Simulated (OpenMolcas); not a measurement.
## Nb⁴⁺ complex: multiconfigurational calculation

- system: Nb⁴⁺ with 6 ligands (OH; octahedron, 2.1 Å), neutralised by 6 outer point charges of +0.33 e, whose field is part of the energies.
- method: state-averaged CASSCF, active space 1 electron in the shell 4d, basis ANO-RCC-VTZP on the metal and ANO-RCC-VDZP on the ligands, DKH2 scalar Hamiltonian, spin-orbit coupling by RASSI with atomic mean-field integrals (OpenMolcas)

## Summary

- outcome: converged
- energy of the lowest spin-free term: −4270.54764 hartree
- energy of the lowest spin-orbit level: −4270.54922 hartree
- largest spread among components of a term: 0.0 cm⁻¹
- hardware: 1 thread of Arm Neoverse V1, 24 GiB of memory available, shared host
- wall time: 23 s
- peak memory: 0.4 GiB

## Notes

Limits: orbital doublet at a regular site, Jahn-Teller distortion not allowed for; covalent bonds, ligand orbitals missing from the active space; distances are set from ionic radii, not optimised.

## The input
```
&GATEWAY
Coord
13

Nb 0.0 0.0 0.0
O 2.100000 0.000000 0.000000
H 2.509940 0.879119 0.000000
O 0.000000 2.100000 0.000000
H 0.000000 2.509940 0.879119
O -2.100000 0.000000 0.000000
H -2.509940 -0.879119 0.000000
O 0.000000 -2.100000 0.000000
H 0.000000 -2.509940 -0.879119
O 0.000000 0.000000 2.100000
H 0.879119 0.000000 2.509940
O 0.000000 0.000000 -2.100000
H -0.879119 0.000000 -2.509940
Basis=Nb.ANO-RCC-VTZP,H.ANO-RCC-VDZP,O.ANO-RCC-VDZP
Group=XYZ
NoMove
AngMom=0.0 0.0 0.0
AMFI
RICD
XField
3 Angstrom 0
5.300000 0.000000 0.000000 0.333333
0.000000 5.300000 0.000000 0.333333
0.000000 0.000000 5.300000 0.333333
&SEWARD
&RASSCF
FileOrb=start.orb
Symmetry=1
Spin=2
nActEl=1 0 0
Inactive=24 24
Ras2=5 0
CIRoot=5 5 1
SDav=5
CIMx=300
Iter=150 100
PrWF=0.3
OrbListing=Nothing
MaxOrb=0
LevShft=1.0
>>> COPY $Project.JobIph JOB001
&RASSI
NrOfJobIphs=1 5
1 2 3 4 5
IphNames
JOB001
EJob
SpinOrbit
DIPRint=1.0
SOCoupling=1000.0
Subsets=2
Property=9
'ANGMOM' 1 'ANGMOM' 2 'ANGMOM' 3 'MLTPL  1' 1 'MLTPL  1' 2 'MLTPL  1' 3
'AMFI' 1 'AMFI' 2 'AMFI' 3
SOProperty=3
'ANGMOM' 1 'ANGMOM' 2 'ANGMOM' 3
```

The file start.orb holds starting orbitals from an earlier step. A driver script formed the levels outside the program, from RASSI's spin-orbit matrix and the active-space energies, averaged over the components of each term or state.

Command:
```bash
OMP_NUM_THREADS=1 MOLCAS_MEM=2457 MOLCAS_PROJECT=a pymolcas a.inp > a.log  # once for each step of the input, in one work folder
```

## Log (extracts)
```
--- SEWARD ---
Basis set label: NB.ANO-RCC...7S6P4D2F1G.

      Electronic valence basis set:
      ------------------
      Associated Effective Charge  41.000000 au
      Associated Actual Charge     41.000000 au
      Nuclear Model: Point charge

      Shell  nPrim  nBasis  Cartesian Spherical Contaminant
         s      21       7        X
         p      18       6        X
         d      13       4                 X
         f       6       2                 X
         g       4       1                 X
                  Relativistic Douglas-Kroll-Hess integrals:
                    - DKH order of Hamiltonian: 2
                    - DKH order of Properties : 0
                  Atomic mean-field integrals
--- RASSCF ---
Wave function specifications:
      -----------------------------

      Number of closed shell electrons          96
      Number of electrons in active shells       1
      Max number of holes in RAS1 space          0
      Max nr of electrons in RAS3 space          0
      Number of inactive orbitals               48
      Number of active orbitals                  5
      Number of secondary orbitals             129
      Spin quantum number                      0.5
      State symmetry                             1
Orbital specifications:
      -----------------------

      Symmetry species                           1   2
                                                ag  au
      Frozen orbitals                            0   0
      Inactive orbitals                         24  24
      Active orbitals                            5   0
      RAS1 orbitals                              0   0
      RAS2 orbitals                              5   0
      RAS3 orbitals                              0   0
      Secondary orbitals                        64  65
      Deleted orbitals                           0   0
      Number of basis functions                 93  89
      Number of CSFs                             5
      Number of root(s) required                 5
      Iter CI   SX   CI       RASSCF       Energy    max ROT     max BLB   max BLB  Level Ln srch  Step   QN
          iter iter root      energy       change     param      element    value   shift minimum  type update
 Nr of preliminary CI iterations:   1
      Total energies have been shifted. Add                -4000.00 au
        1   1   13    0  -269.91217535    0.00E+00   1.26E-01*   9  44 2 -2.22E-01*  0.72   0.00    SX    NO
        2   1   13    0  -270.35688872   -4.45E-01* -5.18E-02   23  27 1  1.41E-01*  0.83   0.00    SX    NO
        3   1   13    0  -270.44996112   -9.31E-02*  2.72E-02   23  27 1  7.84E-02*  0.89   0.00    SX    NO
        4   1   12    0  -270.47657665   -2.66E-02*  1.56E-02   23  27 1  4.56E-02*  0.91   0.00    SX    NO
        5   1   12    0  -270.48627468   -9.70E-03*  2.03E-02   23  27 1  2.75E-02*  0.92   2.50    LS   YES
        6   1   12    0  -270.49215537   -5.88E-03* -9.20E-03   19  45 1 -7.82E-03*  0.93   1.26    QN   YES
        7   1   11    0  -270.49303684   -8.81E-04* -9.70E-03   24  50 1  3.28E-03*  0.93   1.56    QN   YES
        8   1   11    0  -270.49336382   -3.27E-04*  6.10E-03   18  27 1  2.11E-03*  0.92   1.42    QN   YES
        9   1   10    0  -270.49346183   -9.80E-05*  3.84E-03   19  30 1 -1.59E-03*  0.92   1.54    QN   YES
       10   1   10    0  -270.49350015   -3.83E-05* -1.89E-03   19  30 1 -1.17E-03*  0.92   1.42    QN   YES
       11   1    9    0  -270.49351080   -1.07E-05* -7.17E-04   19  30 1 -5.87E-04*  0.92   1.37    QN   YES
       12   1    8    0  -270.49351324   -2.44E-06*  3.36E-04   19  30 1 -2.25E-04*  0.92   1.36    QN   YES
       13   1    8    0  -270.49351385   -6.03E-07*  3.01E-04   18  27 1 -8.24E-05   0.92   1.45    QN   YES
       14   1    7    0  -270.49351404   -1.98E-07*  2.35E-04   16  55 1 -5.68E-05   0.92   1.45    QN   YES
       15   1    7    0  -270.49351411   -6.64E-08*  1.46E-04   19  51 1 -4.46E-05   0.92   1.44    QN   YES
       16   1    6    0  -270.49351413   -2.17E-08*  8.18E-05   19  30 1  1.64E-05   0.92   1.45    QN   YES
       17   1    6    0  -270.49351414   -7.60E-09   4.69E-05   19  30 1  1.07E-05   0.92   1.50    QN   YES
      Convergence after 17 iterations
       18   1    6    0  -270.49351414   -2.97E-09   4.69E-05   19  51 1  8.86E-06   0.92   1.50    QN   YES
      Natural orbitals and occupation numbers for root  1
      sym 1:   1.000000   0.000000   0.000000   0.000000   0.000000
      Natural orbitals and occupation numbers for root  2
      sym 1:  -0.000000  -0.000000   0.000000   1.000000   0.000000
      Natural orbitals and occupation numbers for root  3
      sym 1:   0.000000   1.000000   0.000000  -0.000000   0.000000
::    RASSCF root number  1 Total energy:  -4270.54764325
::    RASSCF root number  2 Total energy:  -4270.54764325
::    RASSCF root number  3 Total energy:  -4270.54641886
::    RASSCF root number  4 Total energy:  -4270.41293268
::    RASSCF root number  5 Total energy:  -4270.41293268
--- RASSI ---
SPIN-FREE ENERGIES:
  (Shifted by EMIN (a.u.) =      -4270.5476432479)

 SF State       Relative EMIN(au)   Rel lowest level(eV)    D:o, cm**(-1)

     1             0.0000000000        0.0000000000              0.0000
     2             0.0000000000        0.0000000000              0.0000
     3             0.0012243871        0.0333172701            268.7219
     4             0.1347105692        3.6656613301          29565.5525
     5             0.1347105692        3.6656613301          29565.5525
     Dipole printing threshold changed to   1.00000000E+00
Eigenvalues of complex Hamiltonian:
   -----------------------------------
  (Shifted by EMIN (a.u.) =      -4270.5476432479)

 SO State       Relative EMIN(au)   Rel lowest level(eV)    D:o, cm**(-1)

     1            -0.0015789997        0.0000000000              0.0000
     2            -0.0015789997        0.0000000000              0.0000
     3            -0.0005682798        0.0275030901            221.8274
     4            -0.0005682798        0.0275030901            221.8274
     5             0.0031962035        0.1299398982           1048.0360
     6             0.0031962035        0.1299398982           1048.0360
     7             0.1346587285        3.7072174429          29900.7252
     8             0.1346587285        3.7072174429          29900.7252
     9             0.1349378730        3.7148133517          29961.9903
    10             0.1349378730        3.7148133517          29961.9903
Weights of the five most important spin-orbit-free states for each spin-orbit state.

 SO State  Total energy (au)           Spin-free states, spin, and weights
 -------------------------------------------------------------------------------------------------------
    1        -0.001579       1 0.5  0.4997    2 0.5  0.4997    4 0.5  0.0003    5 0.5  0.0003    3 0.5  0.0000
    2        -0.001579       1 0.5  0.4997    2 0.5  0.4997    4 0.5  0.0003    5 0.5  0.0003    3 0.5  0.0000
    3        -0.000568       3 0.5  0.5398    2 0.5  0.2298    1 0.5  0.2298    5 0.5  0.0003    4 0.5  0.0003
    4        -0.000568       3 0.5  0.5398    2 0.5  0.2298    1 0.5  0.2298    5 0.5  0.0003    4 0.5  0.0003
    5         0.003196       3 0.5  0.4597    1 0.5  0.2701    2 0.5  0.2701    5 0.5  0.0000    4 0.5  0.0000
    6         0.003196       3 0.5  0.4597    1 0.5  0.2701    2 0.5  0.2701    5 0.5  0.0000    4 0.5  0.0000
    7         0.134659       5 0.5  0.4997    4 0.5  0.4997    3 0.5  0.0005    1 0.5  0.0001    2 0.5  0.0001
    8         0.134659       5 0.5  0.4997    4 0.5  0.4997    3 0.5  0.0005    1 0.5  0.0001    2 0.5  0.0001
    9         0.134938       4 0.5  0.4997    5 0.5  0.4997    2 0.5  0.0003    1 0.5  0.0003    3 0.5  0.0000
   10         0.134938       4 0.5  0.4997    5 0.5  0.4997    2 0.5  0.0003    1 0.5  0.0003    3 0.5  0.0000
 -------------------------------------------------------------------------------------------------------
```

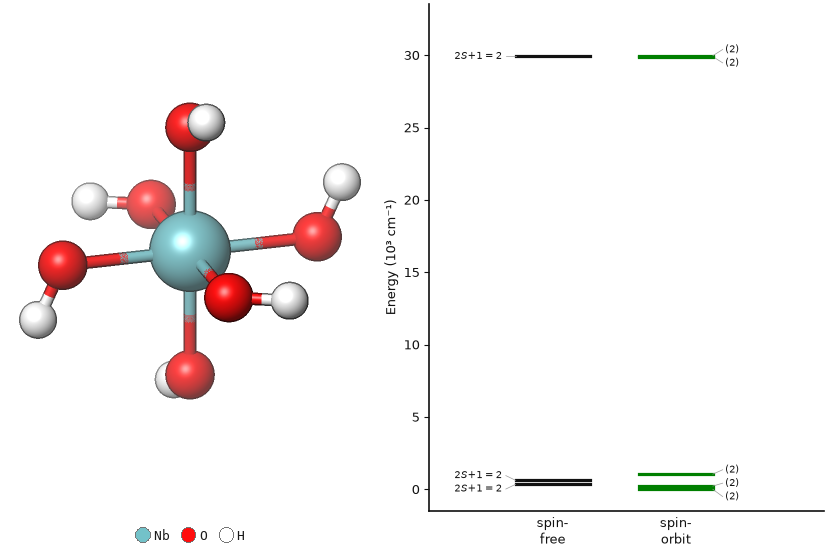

Figure 1. Nb⁴⁺ (4d) with 6 ligands, OH⁻, at 2.1 Å (arrangement: octahedron, Ci), neutralised by outer point charges of +0.33 e, and its levels. Labels give the representation in O, Td, D4 or D3 as the site allows (double group for half-integer spin) where it could be assigned and, in brackets, the degeneracy; spin-free states, where drawn, share the zero of the spin-orbit levels. The ground level is a Kramers doublet, 100 % from states of spin multiplicity 2. Its principal g values are all close to zero. The next level lies at 222 cm⁻¹. The active orbitals hold 76 to 90 % metal character (Löwdin), and the Mulliken charge of the metal is +2.15.
